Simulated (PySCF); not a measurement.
## Electronic structure of H$_{7}$O$_{3}$PSi$_{2}$ (SMILES O[SiH](O)O[SiH2]P) in real space

The calculation's input:

```
{"job": {"kind": "nmr", "xc": "PBE0", "basis": "pcSseg-1"}, "charge": 0, "multiplicity": 1}
O      1.261656    -0.800451     1.374594
Si     1.623917     0.449058     0.405815
O      2.969886     0.093789    -0.397856
O      0.390235     0.698045    -0.639259
Si    -1.189390     0.581914    -0.927801
P     -2.112559    -0.619310     0.734747
H      0.423400    -0.834398     1.830906
H      1.882506     1.704329     1.072537
H      3.117716    -0.778027    -0.757243
H     -1.750023     1.930957    -0.875780
H     -1.294489    -0.040167    -2.247335
H     -3.408530    -0.528346     0.264647
H     -1.918712    -1.856907     0.144301
```

Command:

```sh
OMP_NUM_THREADS=1 python probes_run.py task.json out
```

Geometry: GFN2-xTB.

Computed with PBE0/pcSseg-1, SCF density, gas phase, non-relativistic in PySCF 2.14.0.

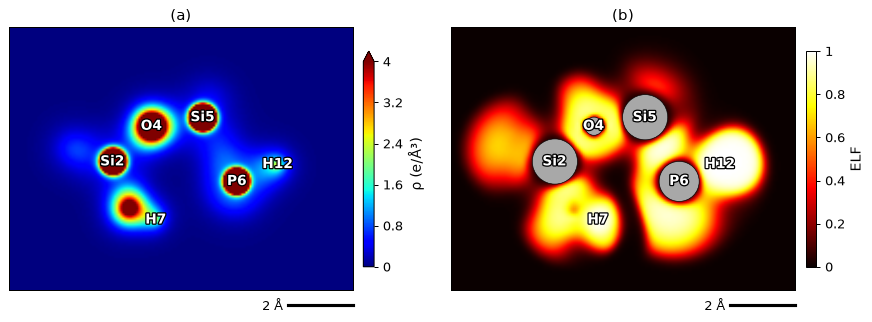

Figure 1. (a) total electron density; (b) ELF on the plane of atoms O4, Si5 and P6. Grey discs cover the atomic cores in the ELF map.

Read the bonding off the picture.

The plane passes through Si, O, P and H nuclei.
Si–O (1.64 Å): ρ is about 1.1 e/Å³ halfway; the ELF peaks at about 0.85 between the atoms (a shared but strongly polarised pair).
Si–P (2.25 Å): the density is about 0.76 e/Å³ at the midpoint; the ELF peaks at about 0.95 between the atoms; a covalent bond.
P–H (1.38 Å): ρ is about 1.1 e/Å³ halfway; the ELF climbs to about 1 towards the hydrogen, as it does in any bond to H.
The ELF also peaks beside O1, P6 and O4, away from the bonds: lone-pair regions.

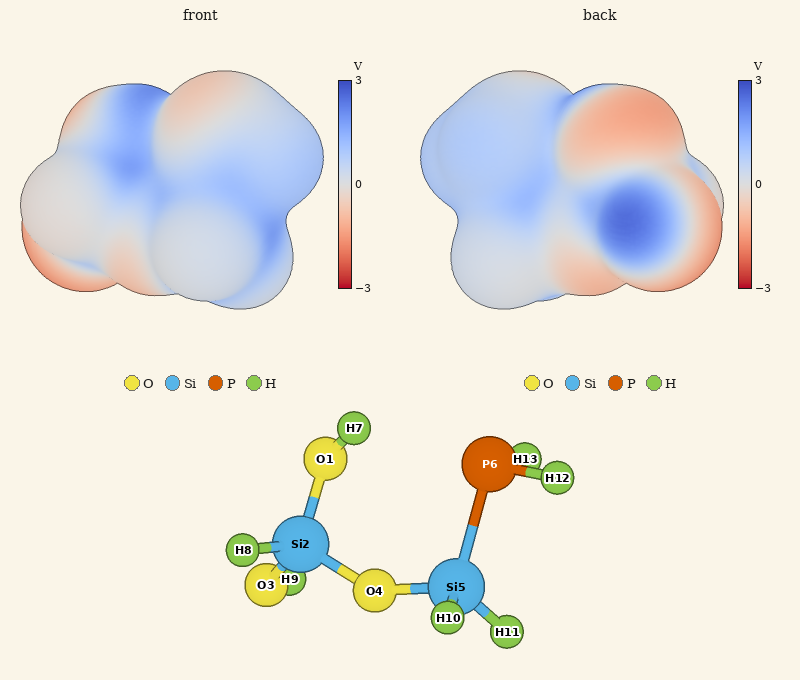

Figure 2. The molecular electrostatic potential painted on the density surface at 0.002 e/bohr³, seen from the front and from behind; the colour scale runs from red (negative) to blue (positive). The bare structure is drawn below in the same view.

Which sites attract a positive test charge, and which a negative one?

A positive charge is drawn to the negative regions and a negative charge to the positive ones. The most negative region (about −1.5 V) lies over O3, the most positive (about +2.4 V) over H9. O3 is the likeliest acceptor of a hydrogen bond.
